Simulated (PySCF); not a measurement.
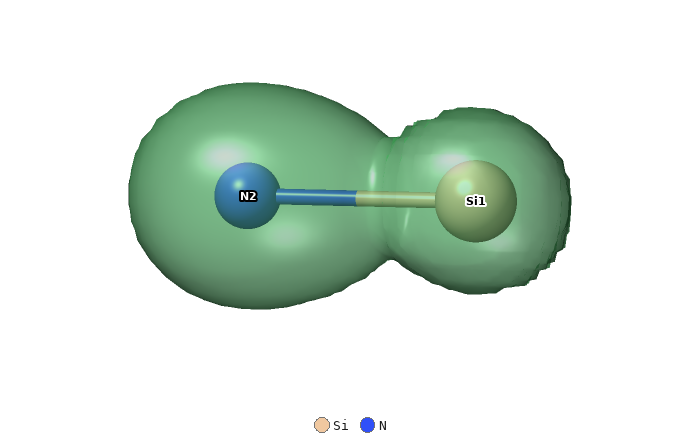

*SiN (charge −1). Isosurface of the total electron density at 0.8 e/Å³ (green), seen from one side.*

These are results of PySCF 2.14.0, PBE0/def2-TZVPPD, non-relativistic Hamiltonian with scalar-relativistic core potentials where named, at a bond length of 1.582 Å, not measurements.

**What does this surface tell about the bonding?**

At this value the surface is in one piece. It bridges the sampled Si–N (1.58 Å) contact, where the density stays above the isovalue. On the grid the lowest density along these lines, outside the cores, is 1.3 e/Å³ (Si–N, 1.58 Å).
